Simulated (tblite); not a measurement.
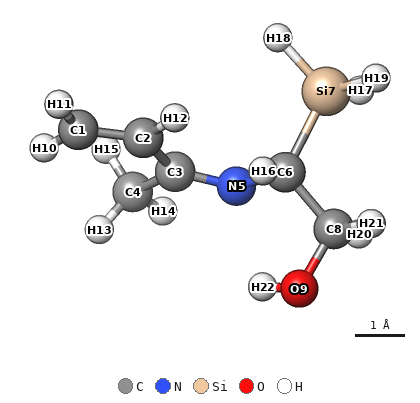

**Figure 1.** The structure as given in the input (ball-and-stick view, seen at a tilt; atoms are numbered from 1 in the order of the input). Bond lengths as drawn: C–C 1.34 to 1.53 Å, C–H 1.07 to 1.10 Å, C–N 1.30 to 1.48 Å, C–O 1.43 Å, C–Si 1.89 Å, H–O 0.97 Å and H–Si 1.48 to 1.49 Å.

## Geometry relaxation, with input and output: C6H13NOSi (part 1 of 2)

C6H13NOSi, computed with GFN2-xTB geometry optimisation, gas phase (tblite 0.8.0).

It belongs to a series of runs on one base structure; here: H on C replaced by CH2OH.

**The program's output**
```
step      E/eV     max force
  0    -765.46078    1.417
  1    -765.56559    0.865
  2    -765.59700    0.384
  3    -765.60990    0.340
  4    -765.62193    0.180
  5    -765.62751    0.195
  6    -765.63454    0.222
  7    -765.63988    0.199
  8    -765.64350    0.125
  9    -765.64530    0.082
 10    -765.64692    0.094
 11    -765.64855    0.098
 12    -765.64994    0.095
 13    -765.65113    0.073
 14    -765.65225    0.088
 15    -765.65330    0.087
 16    -765.65410    0.059
 17    -765.65468    0.056
 18    -765.65518    0.063
 19    -765.65569    0.070
 20    -765.65624    0.067
 21    -765.65682    0.057
 22    -765.65742    0.052
 23    -765.65800    0.059
 24    -765.65848    0.047
 25    -765.65884    0.048
 26    -765.65915    0.041
 27    -765.65949    0.042
 28    -765.65988    0.052
 29    -765.66029    0.050
 30    -765.66061    0.038
 31    -765.66084    0.030
 32    -765.66104    0.036
 33    -765.66128    0.040
 34    -765.66156    0.044
 35    -765.66183    0.036
 36    -765.66205    0.037
 37    -765.66223    0.037
 38    -765.66239    0.030
 39    -765.66255    0.033
 40    -765.66272    0.032
 41    -765.66290    0.029
 42    -765.66309    0.033
 43    -765.66327    0.030
 44    -765.66343    0.026
 45    -765.66356    0.030
 46    -765.66370    0.030
 47    -765.66383    0.023
 48    -765.66393    0.019
 49    -765.66400    0.020
 50    -765.66407    0.019
 51    -765.66417    0.025
 52    -765.66429    0.030
 53    -765.66441    0.029
 54    -765.66453    0.029
 55    -765.66466    0.027
 56    -765.66483    0.039
 57    -765.66502    0.036
 58    -765.66518    0.028
 59    -765.66527    0.017
 60    -765.66533    0.017
 61    -765.66539    0.021
 62    -765.66547    0.026
 63    -765.66557    0.023
 64    -765.66566    0.020
 65    -765.66574    0.017
 66    -765.66580    0.017
 67    -765.66584    0.016
 68    -765.66589    0.020
 69    -765.66595    0.023
 70    -765.66601    0.018
 71    -765.66605    0.017
 72    -765.66609    0.015
 73    -765.66612    0.015
 74    -765.66616    0.014
 75    -765.66620    0.013
 76    -765.66624    0.014
 77    -765.66628    0.017
 78    -765.66635    0.020
 79    -765.66644    0.022
 80    -765.66655    0.022
 81    -765.66668    0.026
 82    -765.66683    0.031
 83    -765.66699    0.031
 84    -765.66714    0.030
 85    -765.66726    0.026
 86    -765.66736    0.022
 87    -765.66747    0.025
 88    -765.66761    0.028
 89    -765.66779    0.036
 90    -765.66799    0.032
 91    -765.66818    0.034
 92    -765.66831    0.030
 93    -765.66843    0.039
 94    -765.66855    0.032
 95    -765.66875    0.029
 96    -765.66886    0.030
 97    -765.66899    0.020
 98    -765.66906    0.019
 99    -765.66914    0.020
100    -765.66924    0.028
101    -765.66933    0.021
102    -765.66939    0.016
103    -765.66943    0.014
104    -765.66945    0.013
105    -765.66948    0.012
106    -765.66952    0.010
107    -765.66955    0.011
108    -765.66957    0.012
109    -765.66959    0.012
110    -765.66961    0.013
111    -765.66964    0.013
112    -765.66968    0.014
113    -765.66972    0.015
114    -765.66976    0.015
115    -765.66981    0.016
116    -765.66987    0.020
117    -765.66994    0.021
118    -765.67002    0.020
119    -765.67007    0.016
120    -765.67013    0.016
121    -765.67019    0.021
122    -765.67027    0.020
123    -765.67037    0.015
124    -765.67040    0.016
125    -765.67044    0.018
126    -765.67048    0.014
127    -765.67053    0.014
128    -765.67058    0.015
129    -765.67063    0.017
130    -765.67067    0.016
131    -765.67072    0.017
132    -765.67076    0.014
133    -765.67079    0.011
134    -765.67082    0.009
```

**Trajectory as extended XYZ (Å, eV, eV/Å), 10 of the 135 frames kept, from step=0 to step=134**
```
22
Properties=species:S:1:pos:R:3:forces:R:3 step=0 energy=-765.46078
C     2.3216    2.0161   -0.7940   -1.0960   0.0500   0.3180
C     1.1995    1.3983   -0.3873    0.9040  -0.8960  -0.0850
C     1.0848   -0.0978   -0.2576   -1.2970   0.1200   0.1740
C     2.3243   -0.9238   -0.4772   -0.1780  -0.2860   0.8460
N     0.0037   -0.7583    0.0117    0.1970   1.3990  -0.1130
C    -1.3202   -0.1278    0.2148    1.0880  -0.6780  -0.3940
Si   -1.6158    0.2029    2.0476   -0.2170  -0.0060   1.1750
C    -2.3579   -1.0795   -0.3778   -0.0070  -0.2550  -0.6820
O    -2.0673   -1.2914   -1.7644   -0.0810   0.1470   0.6240
H     3.2127    1.4983   -1.0865    0.0750  -0.0470  -0.0160
H     2.3328    3.1019   -0.8525    0.1250  -0.3160  -0.0260
H     0.3424    1.9910   -0.1013    0.0180  -0.1000  -0.0330
H     2.6422   -0.8590   -1.5014    0.2030   0.1210  -0.3680
H     2.1279   -1.9836   -0.2435   -0.0740   0.4960  -0.0990
H     3.1212   -0.5779    0.1954   -0.1660  -0.0450  -0.3080
H    -1.3951    0.8129   -0.3284   -0.0380   0.2020  -0.1960
H    -1.5657   -1.0523    2.8500    0.0360   0.3770  -0.3500
H    -0.6004    1.1468    2.5745   -0.1440  -0.2070  -0.2010
H    -2.9549    0.8232    2.2452    0.3380  -0.1660  -0.1710
H    -2.3490   -2.0631    0.1143    0.0920   0.1770   0.1730
H    -3.3799   -0.6668   -0.3035    0.4420  -0.0690  -0.1470
H    -1.1173   -1.4909   -1.7790   -0.2190  -0.0200  -0.1210
22
Properties=species:S:1:pos:R:3:forces:R:3 step=15 energy=-765.65330
C     2.2971    2.0032   -0.7849    0.0200  -0.0060   0.0010
C     1.2041    1.3736   -0.3707   -0.0160   0.0180   0.0290
C     1.0629   -0.0768   -0.2401    0.0020   0.0030   0.0250
C     2.2893   -0.9177   -0.4503   -0.0140   0.0000  -0.0150
N    -0.0120   -0.6989    0.0329    0.0120  -0.0030  -0.0130
C    -1.2941   -0.1029    0.2059    0.0330  -0.0040  -0.0800
Si   -1.6068    0.1995    2.0719   -0.0080  -0.0060   0.0420
C    -2.3136   -1.0778   -0.3878   -0.0180  -0.0290   0.0330
O    -2.0851   -1.3049   -1.7568   -0.0090   0.0400   0.0220
H     3.1930    1.4835   -1.0742    0.0350  -0.0170  -0.0150
H     2.3324    3.0767   -0.8536    0.0000   0.0470  -0.0030
H     0.3385    1.9595   -0.0933   -0.0100   0.0190   0.0010
H     2.6147   -0.8390   -1.4865    0.0350   0.0110   0.0040
H     2.0630   -1.9566   -0.2352   -0.0410  -0.0320   0.0270
H     3.0972   -0.5839    0.1964    0.0140   0.0040   0.0000
H    -1.4025    0.8518   -0.3289   -0.0070   0.0370  -0.0420
H    -1.5304   -1.0618    2.8052    0.0150   0.0110  -0.0320
H    -0.5756    1.1244    2.5484   -0.0020  -0.0050  -0.0020
H    -2.9368    0.8005    2.1939    0.0090  -0.0030   0.0170
H    -2.2711   -2.0243    0.1660    0.0100  -0.0550  -0.0010
H    -3.3212   -0.6670   -0.3086   -0.0360  -0.0040  -0.0160
H    -1.1532   -1.5419   -1.8506   -0.0260  -0.0230   0.0170
22
Properties=species:S:1:pos:R:3:forces:R:3 step=30 energy=-765.66061
C     2.3125    2.0160   -0.7797    0.0090   0.0020   0.0150
C     1.2170    1.3947   -0.3574    0.0070  -0.0040   0.0210
C     1.0647   -0.0560   -0.2352   -0.0140  -0.0050  -0.0170
C     2.2805   -0.9164   -0.4304    0.0020   0.0000   0.0040
N    -0.0182   -0.6757    0.0087   -0.0140   0.0020  -0.0030
C    -1.3034   -0.0876    0.1766   -0.0040  -0.0110  -0.0020
Si   -1.5905    0.2051    2.0521    0.0020  -0.0100  -0.0150
C    -2.3204   -1.0885   -0.3836   -0.0010   0.0190   0.0110
O    -2.1238   -1.3100   -1.7584   -0.0150  -0.0180   0.0300
H     3.2052    1.4899   -1.0711   -0.0050  -0.0140  -0.0150
H     2.3549    3.0900   -0.8534   -0.0010   0.0090   0.0130
H     0.3558    1.9847   -0.0721   -0.0020   0.0020  -0.0200
H     2.6252   -0.8453   -1.4609    0.0200   0.0080   0.0040
H     2.0227   -1.9496   -0.2170    0.0010  -0.0070   0.0020
H     3.0866   -0.6027    0.2285    0.0080   0.0160   0.0050
H    -1.4295    0.8582   -0.3737    0.0120  -0.0230   0.0140
H    -1.4865   -1.0756    2.7450    0.0100  -0.0020   0.0080
H    -0.5591    1.1244    2.5370    0.0080   0.0050  -0.0170
H    -2.9217    0.7899    2.2195   -0.0020   0.0020   0.0000
H    -2.2418   -2.0365    0.1677    0.0010   0.0360  -0.0110
H    -3.3340   -0.6966   -0.2781   -0.0090  -0.0220  -0.0160
H    -1.2065   -1.5927   -1.8652   -0.0130   0.0140  -0.0110
22
Properties=species:S:1:pos:R:3:forces:R:3 step=45 energy=-765.66356
C     2.3219    2.0138   -0.7673   -0.0030   0.0080   0.0190
C     1.2182    1.3980   -0.3575    0.0030  -0.0060   0.0030
C     1.0579   -0.0533   -0.2499    0.0060  -0.0010   0.0200
C     2.2826   -0.9079   -0.4150    0.0020  -0.0080  -0.0030
N    -0.0272   -0.6750   -0.0200   -0.0040   0.0100  -0.0020
C    -1.3121   -0.0875    0.1541   -0.0110  -0.0140  -0.0020
Si   -1.5722    0.2032    2.0339    0.0100   0.0060  -0.0110
C    -2.3368   -1.0938   -0.3788   -0.0050  -0.0110  -0.0090
O    -2.1722   -1.3303   -1.7547   -0.0020   0.0120  -0.0090
H     3.2076    1.4823   -1.0721   -0.0170   0.0030   0.0090
H     2.3775    3.0888   -0.8163   -0.0020   0.0010  -0.0100
H     0.3605    1.9924   -0.0698    0.0030  -0.0040  -0.0100
H     2.6587   -0.8347   -1.4340    0.0030  -0.0020  -0.0090
H     2.0253   -1.9422   -0.2068    0.0040  -0.0060  -0.0060
H     3.0688   -0.5875    0.2656   -0.0150   0.0040   0.0040
H    -1.4439    0.8564   -0.3968    0.0060  -0.0180   0.0030
H    -1.4412   -1.0730    2.7297    0.0100  -0.0110   0.0050
H    -0.5364    1.1310    2.4883    0.0190   0.0220   0.0080
H    -2.9042    0.7755    2.2292   -0.0120   0.0070  -0.0040
H    -2.2393   -2.0350    0.1792    0.0020  -0.0040   0.0050
H    -3.3528   -0.7130   -0.2562    0.0080   0.0110   0.0000
H    -1.2512   -1.5888   -1.8855   -0.0050  -0.0010  -0.0020
22
Properties=species:S:1:pos:R:3:forces:R:3 step=60 energy=-765.66533
C     2.3144    2.0130   -0.7430    0.0000   0.0040   0.0030
C     1.2081    1.3908   -0.3508    0.0060  -0.0010   0.0040
C     1.0556   -0.0618   -0.2490    0.0070  -0.0030  -0.0020
C     2.2873   -0.9075   -0.4066    0.0020  -0.0030   0.0010
N    -0.0293   -0.6895   -0.0349    0.0050  -0.0040  -0.0020
C    -1.3128   -0.1005    0.1419    0.0020   0.0120   0.0120
Si   -1.5435    0.2155    2.0214   -0.0060   0.0040   0.0040
C    -2.3491   -1.0997   -0.3798    0.0010   0.0020   0.0000
O    -2.2098   -1.3237   -1.7608   -0.0030   0.0000  -0.0060
H     3.2070    1.4834   -1.0288    0.0030   0.0130   0.0000
H     2.3635    3.0879   -0.8005    0.0020  -0.0020   0.0070
H     0.3429    1.9809   -0.0787   -0.0080  -0.0050  -0.0130
H     2.6827   -0.8170   -1.4172   -0.0070  -0.0080   0.0010
H     2.0333   -1.9464   -0.2167    0.0070   0.0040  -0.0080
H     3.0574   -0.5895    0.2935   -0.0080  -0.0090   0.0010
H    -1.4434    0.8399   -0.4138   -0.0050   0.0050  -0.0120
H    -1.3789   -1.0514    2.7280   -0.0030   0.0050   0.0060
H    -0.5130    1.1643    2.4517   -0.0070  -0.0070  -0.0130
H    -2.8796    0.7773    2.2241   -0.0010  -0.0050   0.0090
H    -2.2493   -2.0455    0.1697    0.0140  -0.0060   0.0030
H    -3.3604   -0.7133   -0.2380    0.0000   0.0080   0.0030
H    -1.2937   -1.5877   -1.9123   -0.0010  -0.0020   0.0050
22
Properties=species:S:1:pos:R:3:forces:R:3 step=74 energy=-765.66616
C     2.3124    2.0176   -0.7252    0.0060  -0.0040   0.0030
C     1.2055    1.3835   -0.3549   -0.0060   0.0050  -0.0040
C     1.0571   -0.0693   -0.2533   -0.0060   0.0060   0.0060
C     2.2894   -0.9144   -0.4069   -0.0040   0.0030  -0.0050
N    -0.0292   -0.6953   -0.0395   -0.0030   0.0040  -0.0040
C    -1.3117   -0.1020    0.1367    0.0010  -0.0080  -0.0120
Si   -1.5345    0.2256    2.0151   -0.0020  -0.0070   0.0010
C    -2.3517   -1.1011   -0.3778    0.0040   0.0000   0.0040
O    -2.2295   -1.3178   -1.7620   -0.0020  -0.0050   0.0100
H     3.2174    1.5006   -0.9935    0.0090  -0.0040   0.0030
H     2.3493    3.0931   -0.7797    0.0050   0.0030   0.0020
H     0.3298    1.9669   -0.1029   -0.0050   0.0020  -0.0050
H     2.6958   -0.8129   -1.4116    0.0020   0.0000  -0.0090
H     2.0344   -1.9551   -0.2314   -0.0050  -0.0070  -0.0020
H     3.0513   -0.6051    0.3056    0.0020   0.0010   0.0040
H    -1.4425    0.8346   -0.4262   -0.0020  -0.0040   0.0050
H    -1.3530   -1.0319    2.7342    0.0040  -0.0010   0.0010
H    -0.5051    1.1859    2.4186   -0.0030   0.0050   0.0070
H    -2.8739    0.7723    2.2348   -0.0010   0.0050  -0.0060
H    -2.2419   -2.0491    0.1668    0.0030   0.0060  -0.0060
H    -3.3618   -0.7164   -0.2217    0.0070  -0.0030   0.0000
H    -1.3180   -1.5902   -1.9260   -0.0010   0.0030   0.0070
```
